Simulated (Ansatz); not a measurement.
**CH4BrSn (SMILES [CH3][SnH][Br]) (doublet): density, localisation and related maps**

Input file:

```
crystal:
  periodic: [false, false, false]
  atoms:
    - {symbol: C, position_ang: [-0.807768, 0.563862, -0.181694]}
    - {symbol: Sn, position_ang: [0.586640, -1.074685, -0.300211]}
    - {symbol: Br, position_ang: [1.344594, -1.443979, 2.059853]}
    - {symbol: H, position_ang: [-0.282627, 1.407955, 0.267875]}
    - {symbol: H, position_ang: [-1.651497, 0.277137, 0.443078]}
    - {symbol: H, position_ang: [-1.152937, 0.826305, -1.181557]}
    - {symbol: H, position_ang: [2.024696, -0.624594, -1.153045]}
basis:
  gaussian: {orbitals: def2-TZVPP}
magnetization: {spin_polarized: true, initial_magnetization: 1}
hamiltonian: {xc: pbe0, dispersion: d4}
output: {orbitals: {seedname: orbitals}}
```

Launched as:

```sh
ansatz run in.yaml --threads 2 --pin off --events-out ev --progress --plain --max-ram 32768MiB --backend cpu
```

Geometry: PBE0-D4/def2-TZVP; core potentials replace the inner electrons of Sn.

Computed with UKS PBE0-D4/def2-TZVPP in Ansatz 0.2.0.

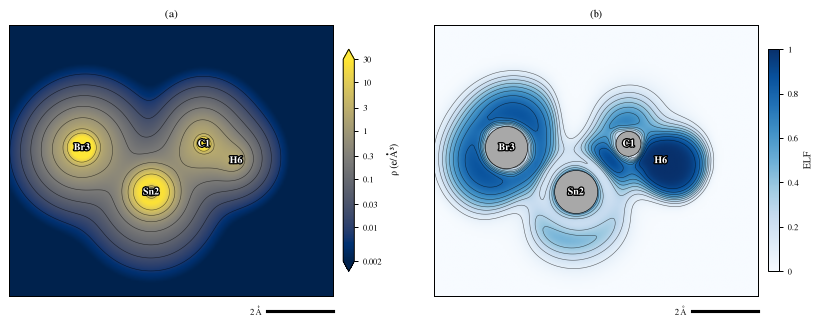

Figure 1. (a) electron density; (b) electron localisation function on the plane of atoms Sn2, C1 and H6. Grey discs cover the atomic cores in the ELF map.

> Read the bonding off the picture.

- The plane passes through C, Sn, Br and H nuclei.
- C–Sn (2.15 Å): the density is about 0.7 e/Å³ at the midpoint; the ELF peaks at about 0.90 in the valence shell of C, 0.7 Å from its nucleus, and drops to about 0.20 between the two atoms.
- Sn–Br (2.51 Å): ρ is about 0.51 e/Å³ halfway; the ELF peaks at about 0.75 in the valence shell of Br, 1.1 Å from its nucleus, and drops to about 0.20 between the two atoms.
- C–H (1.09 Å): ρ at the midpoint is about 2 e/Å³; the ELF climbs to about 1 towards the hydrogen, as it does in any bond to H: a covalent bond by its length.
- The ELF also peaks beside Br3, away from the bonds: non-bonding electrons, paired or unpaired.

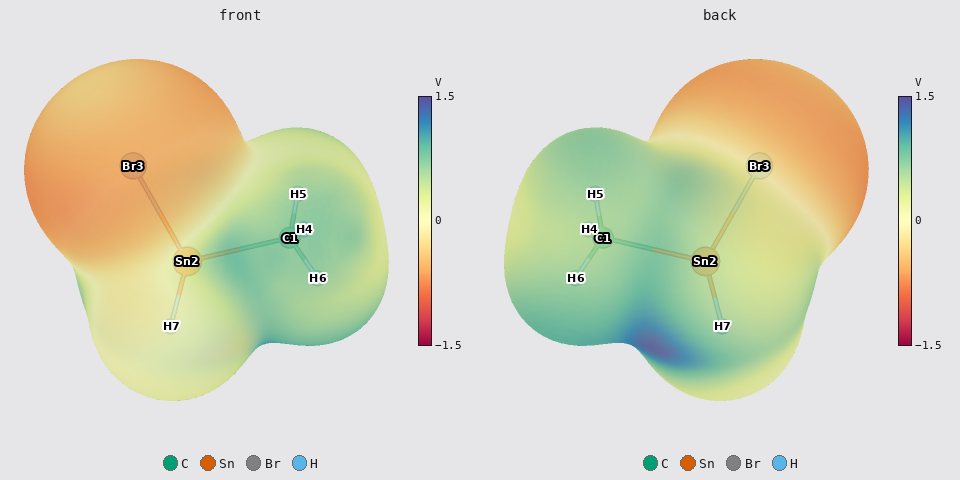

Figure 2. The molecular electrostatic potential painted on the density surface at 0.001 e/bohr³, seen from the front and from behind; red is negative and blue positive.

> Where is the surface potential most negative and most positive?

The most negative region (about −0.7 V) lies over Br3, the most positive (about +1.4 V) over Sn2.

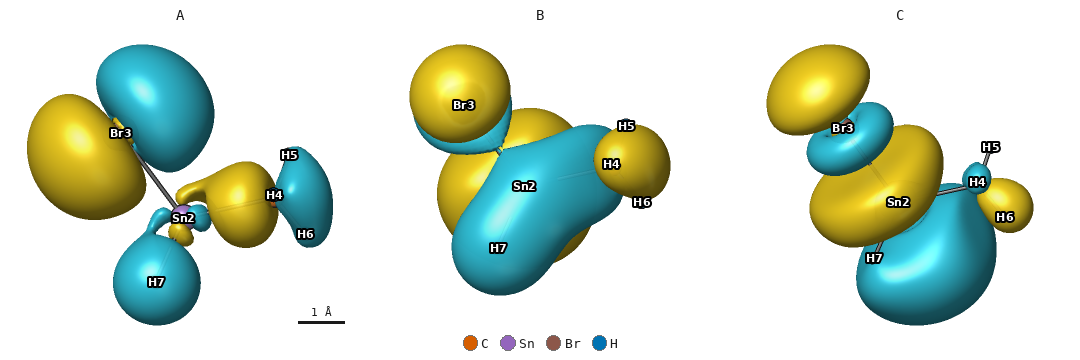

Figure 3. Three frontier orbitals at ±0.06 Å⁻³ᐟ² (yellow and cyan are the two phases), in no order.

> Which picture is the HOMO−1, the HOMO and the LUMO? All are α orbitals.

A is the HOMO−1 (α) (−7.99 eV). By Hirshfeld shares it lies mainly on Br3 (about 80 %) and Sn2 (about 10 %); largely a lone pair of Br3. B is the HOMO (α) (−6.26 eV). By Hirshfeld shares it lies mainly on Sn2 (about 65 %), Br3 (about 15 %), C1 (about 10 %) and H7 (about 10 %). C is the LUMO (α) (−0.75 eV). Its weight (Hirshfeld) is mainly on Sn2 (about 60 %) and Br3 (about 25 %).

> What is the gap between the highest occupied and lowest empty α orbitals?

5.51 eV between the orbital energies.
